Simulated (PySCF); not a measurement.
# N2H (dinitrogen monohydride): ROCCSD(T)/STO-3G

What is the energy change on altering one bond length of N2H (dinitrogen monohydride) at ROCCSD(T)/STO-3G? 

The calculation is run with PySCF 2.14.0.

10 further runs of the same task are left out: 10 set aside as unsound or not needed.

### Step 1. Starting point

The species is N2H (3 atoms), meant as a doublet with charge 0. As SMILES, `[N]=N`. Geometry: relaxed at GFN2-xTB.

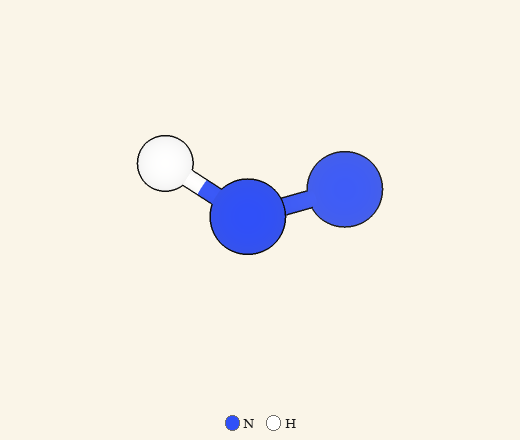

The structure, seen from a chosen angle (nitrogen blue, hydrogen white).

### Step 2. A single-point energy at ROCCSD(T)/STO-3G

File calc.py:

```python
from pyscf import gto, cc

mol = gto.M(
    atom=[
    ('N', (0.715210, -0.640440, 0.325220)),
    ('N', (-0.243160, -0.185380, -0.152740)),
    ('H', (-0.472040, 0.825820, -0.172480)),
],
    spin=1,
    max_memory=1860,
    basis='sto-3g',
    verbose=3,
    charge=0,
)

mf = mol.ROHF()
mf.conv_tol = 1e-10
mf.kernel()
if not mf.converged:
    mf = mf.newton().run(mf.mo_coeff, mf.mo_occ)

mycc = cc.CCSD(mf, frozen=2)
mycc.kernel()
e_t = mycc.ccsd_t()
etot = mycc.e_tot + e_t
print('E(%s) = %.9f' % ('CCSD(T)', etot))
```

Launch:

```
$ OMP_NUM_THREADS=1 python calc.py
```

The program printed:

```text
converged SCF energy = -107.976546424066

WARN: RCCSD method does not support ROHF method. ROHF object is converted to UHF object and UCCSD method is called.

E(UCCSD) = -108.1105997700661  E_corr = -0.1340533460006013
UCCSD(T) correction = -0.00205687292914392
E(CCSD(T)) = -108.112656643
```

Run time: 0.84 s. Hardware: 1 thread of Arm Neoverse V1, shared host; peak memory 0.12 GiB.

### Step 3. The distorted shape at the same level

File calc.py:

```python
from pyscf import gto, scf, cc

mol = gto.Mole()
mol.atom = '''
N      1.697550    -2.738893     0.644417
N     -0.113506    -1.878955    -0.258796
H     -0.892026     1.560574    -0.325940
'''
mol.basis = 'sto-3g'
mol.max_memory = 1860
mol.spin = 1
mol.verbose = 4
mol.unit = 'bohr'
mol.build()

calc0 = scf.ROHF(mol)
calc0.conv_tol = 1e-10
calc0.kernel()
if not calc0.converged:
    calc0 = calc0.newton().run(calc0.mo_coeff, calc0.mo_occ)

mycc = cc.CCSD(calc0, frozen=2)
mycc.kernel()
e_t = mycc.ccsd_t()
etot = mycc.e_tot + e_t
print(f'total energy: {etot:.8f} hartree')
```

Launch:

```
$ OMP_NUM_THREADS=1 python calc.py
```

The program printed:

```text
PySCF version 2.14.0

[INPUT] num. atoms = 3
[INPUT] num. electrons = 15
[INPUT] charge = 0
[INPUT] spin (= nelec alpha-beta = 2S) = 1
[INPUT] symmetry False subgroup None
[INPUT] Mole.unit = bohr
[INPUT] Symbol           X                Y                Z      unit          X                Y                Z       unit  Magmom
[INPUT]  1 N      0.898304774397  -1.449359758748   0.341010790729 AA    1.697550000000  -2.738893000000   0.644417000000 Bohr   0.0
[INPUT]  2 N     -0.060064788503  -0.994300166344  -0.136948945477 AA   -0.113506000000  -1.878955000000  -0.258796000000 Bohr   0.0
[INPUT]  3 H     -0.472039830748   0.825820196754  -0.172480020127 AA   -0.892026000000   1.560574000000  -0.325940000000 Bohr   0.0

nuclear repulsion = 25.6376632878522
number of shells = 7
number of NR pGTOs = 33
number of NR cGTOs = 11
basis = sto-3g
ecp = {}

******** <class 'pyscf.scf.rohf.ROHF'> ********
method = ROHF
initial guess = minao
damping factor = 0
level_shift factor = 0
DIIS = <class 'pyscf.scf.diis.CDIIS'>
diis_start_cycle = 1
diis_space = 8
diis_damp = 0
SCF conv_tol = 1e-10
SCF conv_tol_grad = None
SCF max_cycles = 50
direct_scf = True
direct_scf_tol = 1e-13
num. doubly occ = 7  num. singly occ = 1
Set gradient conv threshold to 1e-05
init E= -107.769115554723
  HOMO = -0.0640803371188514  LUMO = 0.12959147749144  gap/eV = 5.27008
cycle= 1 E= -107.912487915416  delta_E= -0.143  |g|= 0.124  |ddm|= 1.81
  HOMO = -0.0572594747830545  LUMO = 0.248119144084063  gap/eV = 8.30978
cycle= 2 E= -107.947372507875  delta_E= -0.0349  |g|= 0.0784  |ddm|= 0.393
  HOMO = -0.0516875449287971  LUMO = 0.250320475527694  gap/eV = 8.21806
cycle= 3 E= -107.9508425696  delta_E= -0.00347  |g|= 0.03  |ddm|= 0.111
  HOMO = -0.0518364742026146  LUMO = 0.251075222524197  gap/eV = 8.24265
cycle= 4 E= -107.951185313423  delta_E= -0.000343  |g|= 0.00685  |ddm|= 0.061
  HOMO = -0.0507908129600559  LUMO = 0.250652154369713  gap/eV = 8.20268
cycle= 5 E= -107.951268284256  delta_E= -8.3e-05  |g|= 0.00154  |ddm|= 0.0286
  HOMO = -0.051376641138332  LUMO = 0.251082291193833  gap/eV = 8.23033
cycle= 6 E= -107.951273200065  delta_E= -4.92e-06  |g|= 0.000381  |ddm|= 0.0056
  HOMO = -0.0511084752807468  LUMO = 0.250963880965461  gap/eV = 8.21981
cycle= 7 E= -107.951273344544  delta_E= -1.44e-07  |g|= 0.000134  |ddm|= 0.00103
  HOMO = -0.0511113826688082  LUMO = 0.250971021329543  gap/eV = 8.22008
cycle= 8 E= -107.951273367906  delta_E= -2.34e-08  |g|= 6.96e-05  |ddm|= 0.00038
  HOMO = -0.0510914153839138  LUMO = 0.25096534222671  gap/eV = 8.21938
cycle= 9 E= -107.951273375334  delta_E= -7.43e-09  |g|= 1.85e-05  |ddm|= 0.000221
  HOMO = -0.0510879063883404  LUMO = 0.250963905566286  gap/eV = 8.21925
cycle= 10 E= -107.951273375864  delta_E= -5.3e-10  |g|= 9.81e-06  |ddm|= 4.56e-05
  HOMO = -0.0510876087804674  LUMO = 0.250963617099511  gap/eV = 8.21923
cycle= 11 E= -107.95127337603  delta_E= -1.66e-10  |g|= 3.84e-06  |ddm|= 2.89e-05
  HOMO = -0.0510875469050603  LUMO = 0.250963667419111  gap/eV = 8.21923
cycle= 12 E= -107.951273376055  delta_E= -2.48e-11  |g|= 1.55e-06  |ddm|= 1.1e-05
  HOMO = -0.0510874251755468  LUMO = 0.250963618909702  gap/eV = 8.21923
Extra cycle  E= -107.951273376058  delta_E= -2.36e-12  |g|= 1.01e-06  |ddm|= 2.32e-06
converged SCF energy = -107.951273376058

WARN: RCCSD method does not support ROHF method. ROHF object is converted to UHF object and UCCSD method is called.

******** <class 'pyscf.cc.uccsd.UCCSD'> ********
CC2 = 0
CCSD nocc = (np.int64(6), np.int64(5)), nmo = (9, 9)
frozen orbitals 2
max_cycle = 50
direct = 0
conv_tol = 1e-07
conv_tol_normt = 1e-06
diis_space = 6
diis_start_cycle = 0
diis_start_energy_diff = 1e+09
Init t2, MP2 energy = -0.177489843663052
Init E_corr(UCCSD) = -0.177674269857151
cycle = 1  E_corr(UCCSD) = -0.163812865968795  dE = 0.0138614039  norm(t1,t2) = 0.0564068
cycle = 2  E_corr(UCCSD) = -0.169437854449956  dE = -0.00562498848  norm(t1,t2) = 0.0229767
cycle = 3  E_corr(UCCSD) = -0.171343074159944  dE = -0.00190521971  norm(t1,t2) = 0.0135616
cycle = 4  E_corr(UCCSD) = -0.172699254107925  dE = -0.00135617995  norm(t1,t2) = 0.00481281
cycle = 5  E_corr(UCCSD) = -0.172651791542907  dE = 4.7462565e-05  norm(t1,t2) = 0.00187856
cycle = 6  E_corr(UCCSD) = -0.172669354517529  dE = -1.75629746e-05  norm(t1,t2) = 0.00105428
cycle = 7  E_corr(UCCSD) = -0.17268956049844  dE = -2.02059809e-05  norm(t1,t2) = 0.000379143
cycle = 8  E_corr(UCCSD) = -0.172685090149485  dE = 4.47034895e-06  norm(t1,t2) = 0.000153985
cycle = 9  E_corr(UCCSD) = -0.172685535254362  dE = -4.45104877e-07  norm(t1,t2) = 7.65538e-05
cycle = 10  E_corr(UCCSD) = -0.172687053497834  dE = -1.51824347e-06  norm(t1,t2) = 4.78795e-05
cycle = 11  E_corr(UCCSD) = -0.172686055500364  dE = 9.9799747e-07  norm(t1,t2) = 1.96705e-05
cycle = 12  E_corr(UCCSD) = -0.172686264686764  dE = -2.091864e-07  norm(t1,t2) = 9.00021e-06
cycle = 13  E_corr(UCCSD) = -0.17268598526648  dE = 2.79420284e-07  norm(t1,t2) = 3.71619e-06
cycle = 14  E_corr(UCCSD) = -0.172686134646496  dE = -1.49380016e-07  norm(t1,t2) = 1.60887e-06
cycle = 15  E_corr(UCCSD) = -0.17268615464637  dE = -1.99998734e-08  norm(t1,t2) = 5.44986e-07
UCCSD converged
E(UCCSD) = -108.1239595307039  E_corr = -0.1726861546463697
UCCSD(T) correction = -0.00201431546158383
total energy: -108.12597385 hartree
```

Wall time 0.87 s (1 thread of Arm Neoverse V1, shared host); peak memory 0.12 GiB.

### Step 4. What came out

Level: ROCCSD(T)/STO-3G, 2 core orbitals frozen.

```
                                                         quantity          value
                                        first shape: total energy  -108.11266 Eh
                first shape: dipole moment (Hartree–Fock density)         1.93 D
         first shape: correlation energy (2 core orbitals frozen)     -136.1 mEh
                                      first shape: (T) correction      -2.06 mEh
                   first shape: ⟨S²⟩ of the reference determinant          0.750
                                       first shape: T1 diagnostic          0.026
                                    distorted shape: total energy  -108.12597 Eh
            distorted shape: dipole moment (Hartree–Fock density)         0.02 D
     distorted shape: correlation energy (2 core orbitals frozen)     -174.7 mEh
                                  distorted shape: (T) correction      -2.01 mEh
               distorted shape: ⟨S²⟩ of the reference determinant          0.750
                                   distorted shape: T1 diagnostic          0.009
energy change with the N2–H3 bond stretched from 1.037 to 1.867 Å      -0.362 eV
```

In words: With the N2–H3 bond stretched from 1.037 to 1.867 Å the energy falls by 0.36 eV (8.4 kcal/mol). The first shape isn't relaxed at this level, so the change isn't measured from a minimum. The minimal basis adds a large error of its own. The triples (first shape) make up 1.5 % of the correlation energy. The triples (distorted shape) make up 1.2 % of the correlation energy.
